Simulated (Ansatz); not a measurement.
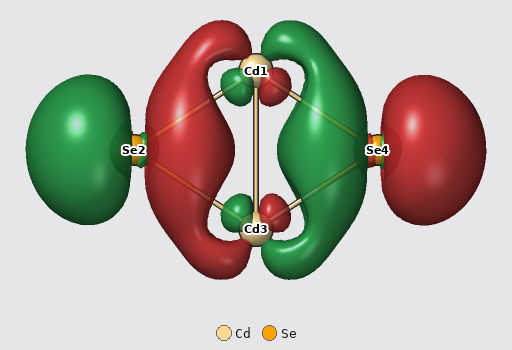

*Cd2Se2 ((CdSe)2 ring). The HOMO−1 at ±0.08 Å⁻³ᐟ² (green and red are the two phases), seen across its widest extent.*

Geometry: r2SCAN-D4/def2-SVP; core potentials replace the inner electrons of Cd.

The calculation used RKS PBE0-D4/def2-TZVP (Ansatz 0.2.0).

**What is the character of this orbital?**

It lies mainly on Se2 (about 40 %), Se4 (about 40 %), Cd1 (about 10 %) and Cd3 (about 10 %); it is symmetric in the molecular plane (an in-plane orbital: σ, lone-pair or in-plane π type); it is ungerade (odd under inversion). Its energy is −6.71 eV.
